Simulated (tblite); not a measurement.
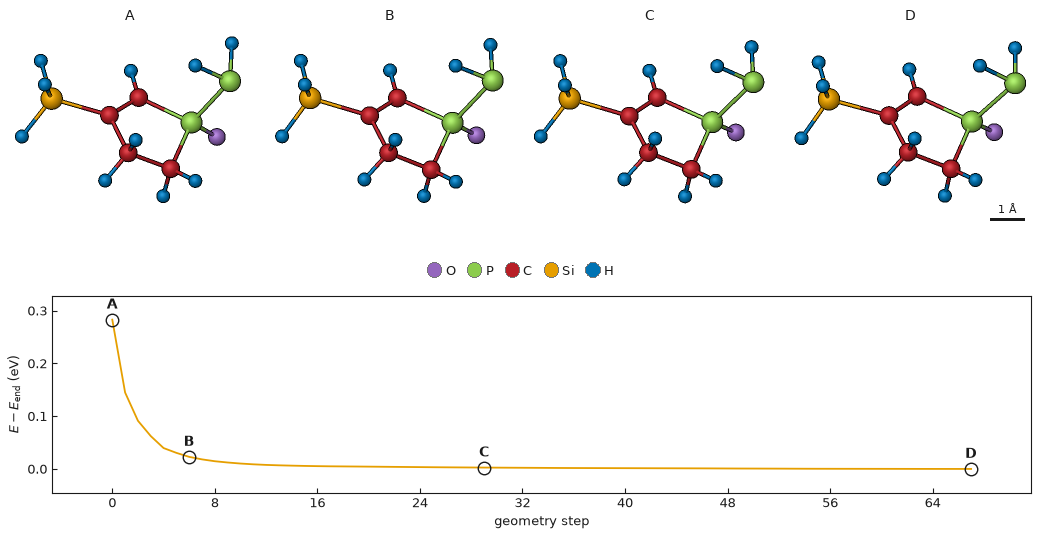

Frames of a relaxation of C₄H₁₀OP₂Si, marked on the history of the run. A ball-and-stick model, seen from a free direction.

All numbers below come from GFN2-xTB geometry optimisation, gas phase (tblite). 

Describe the path.

Answer. The largest move after the best rigid fit is that of an H atom, 0.18 Å. Largest moves by element: H 0.18 Å, P 0.18 Å, O 0.17 Å, Si 0.09 Å, C 0.06 Å. Near-neighbour distances that change, for instance: C–Si 1.825 → 1.886 Å, P–P 2.129 → 2.190 Å, C–P 1.759 → 1.817 Å, C–P 1.806 → 1.846 Å. Bond angles that change, for instance: P–P–H 97.8° → 90.2°, O–P–C 124.1° → 118.4°, P–P–C 105.2° → 110.0°. After 67 geometry steps the energy has fallen by 0.283 eV. From step 0 to 6: a P atom moves most (0.11 Å), energy −0.260 eV. From step 6 to 29: the O atom moves most (0.09 Å), energy −0.020 eV. From step 29 to 67: an H atom moves most (0.11 Å), energy −0.003 eV.

| step | E − E(0), eV |
| --- | --- |
| 0 | 0.0000 |
| 1 | -0.1382 |
| 2 | -0.1917 |
| 3 | -0.2207 |
| 4 | -0.2434 |
| 5 | -0.2526 |
| 6 | -0.2602 |
| 7 | -0.2649 |
| 8 | -0.2685 |
| 9 | -0.2709 |
| 10 | -0.2728 |
| 13 | -0.2762 |
| 16 | -0.2778 |
| 19 | -0.2785 |
| 22 | -0.2791 |
| 25 | -0.2798 |
| 28 | -0.2803 |
| 31 | -0.2807 |
| 34 | -0.2811 |
| 37 | -0.2814 |
| 40 | -0.2816 |
| 43 | -0.2818 |
| 46 | -0.2820 |
| 49 | -0.2823 |
| 52 | -0.2825 |
| 55 | -0.2827 |
| 58 | -0.2828 |
| 61 | -0.2829 |
| 64 | -0.2830 |
| 67 | -0.2831 |
